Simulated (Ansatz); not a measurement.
```csv
atom,x (Å),y (Å),z (Å)
Ti,-0.0142,0.0011,-0.0697
F,-0.0763,0.1325,1.6937
N,1.7819,-0.0784,-0.6090
H,2.2467,-0.8341,-1.1197
H,2.4479,0.6788,-0.4154
F,-0.7769,1.4040,-0.8323
N,-0.8045,-1.5919,-0.6497
H,-0.9278,-2.4295,-0.0693
H,-1.3220,-1.6977,-1.5299
```

These are results of RKS PBE-D4/def2-SVP (Ansatz), not measurements.

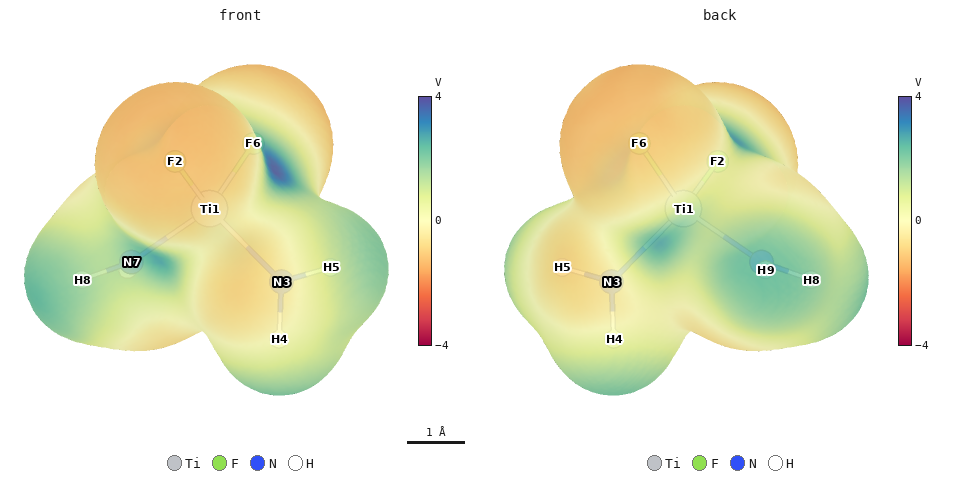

F2H4N2Ti. The electrostatic potential painted on the density surface at 0.004 e/bohr³, seen from the front and from behind; red is negative and blue positive.

Describe the electrostatic potential map.

The most negative region (about −1.4 V) lies over F2 and F6, the most positive (about +3.4 V) over Ti1.
